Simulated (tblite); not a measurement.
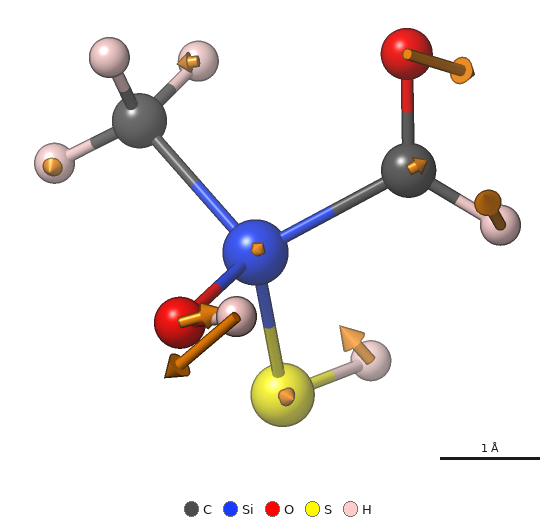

A relaxation of C2H6O2SSi. The starting structure is drawn; orange arrows show the displacements, at their true length. The two geometries are superimposed by the best rigid fit.

A ball-and-stick model, seen from a free direction.

All numbers below come from tblite, GFN2-xTB geometry optimisation, gas phase. 

What did the optimiser do to the structure, and how much energy did it gain?

The energy falls by 70.1 kJ/mol in 144 geometry steps. The atom that moves furthest after the best rigid fit is an O atom (1.19 Å). Largest moves by element: O 1.19 Å, H 1.12 Å, C 0.23 Å, S 0.20 Å, Si 0.15 Å. Near-neighbour distances that change, for instance: C–Si 1.823 → 1.918 Å, O–Si 1.712 → 1.621 Å, H–S 1.384 → 1.322 Å, S–Si 2.114 → 2.169 Å. Bond angles that change, for instance: Si–S–H 115.2° → 96.4°, Si–O–H 110.3° → 123.1°, O–Si–C 112.9° → 102.9°. Groups turn about O–Si by about 160°, C–Si by about 60°.
